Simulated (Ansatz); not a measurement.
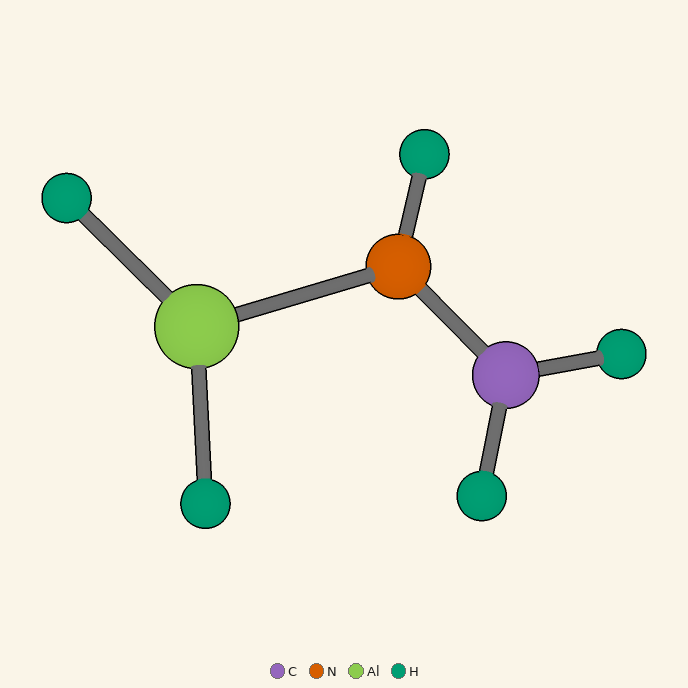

The picture shows the input geometry.

The calculation was set up as follows.

```yaml
crystal:
  periodic: [false, false, false]
  atoms:
    - {symbol: C, position_ang: [-0.634360, 0.905190, -0.703070]}
    - {symbol: N, position_ang: [-0.398010, 0.386790, 0.432900]}
    - {symbol: Al, position_ang: [0.855970, -1.129350, 0.505000]}
    - {symbol: H, position_ang: [-1.312210, 1.746550, -0.848260]}
    - {symbol: H, position_ang: [-0.134350, 0.489080, -1.583730]}
    - {symbol: H, position_ang: [-0.881890, 0.798890, 1.241010]}
    - {symbol: H, position_ang: [1.151330, -1.762460, 1.858830]}
    - {symbol: H, position_ang: [1.353510, -1.434700, -0.902680]}
basis:
  gaussian: {orbitals: def2-TZVP}
total_charge: 1
hamiltonian: {xc: pbe0, dispersion: d4}
relax: {f_tol: 0.005, max_steps: 200}
```

Command:

```sh
ansatz run in.yaml --threads 2 --pin off --events-out ev --progress --plain --max-ram 4352MiB
```

Output (its end):

```
834 factors; their error is unknown
mean field -9193.14398223 eV, -337.8418100101 hartree, gradient 2.0e-5 eV, S^2 0.000000; 1 other end points of the search recorded, 0 dependent functions left out
the calculation of the forces begins
reference -9193.14401462 eV, -337.8418112005 hartree; 15, 15 occupied and 114, 114 virtual orbitals, 834 factors
Total energy: -9193.22229466 eV, -337.8446879390 hartree
Atom 0 at    -0.643597     0.919333    -0.718495 Å, force    -0.000191     0.000113     0.000373 eV/Å
Atom 1 at    -0.339801     0.330056     0.369333 Å, force     0.000148    -0.001210     0.000130 eV/Å
Atom 2 at     0.891171    -1.171156     0.504477 Å, force    -0.001046    -0.000833    -0.000070 eV/Å
Atom 3 at    -1.338458     1.756763    -0.740306 Å, force    -0.001080    -0.000248    -0.000045 eV/Å
Atom 4 at    -0.198950     0.579597    -1.652261 Å, force     0.000979     0.000538    -0.000551 eV/Å
Atom 5 at    -0.796052     0.704003     1.201123 Å, force     0.000721     0.001147    -0.000047 eV/Å
Atom 6 at     1.034702    -1.648008     1.980288 Å, force     0.000310     0.000164    -0.000069 eV/Å
Atom 7 at     1.390975    -1.470599    -0.944157 Å, force     0.000158     0.000328     0.000279 eV/Å
Dipole moment:    -0.294745     0.368666    -0.074906 e Å
```
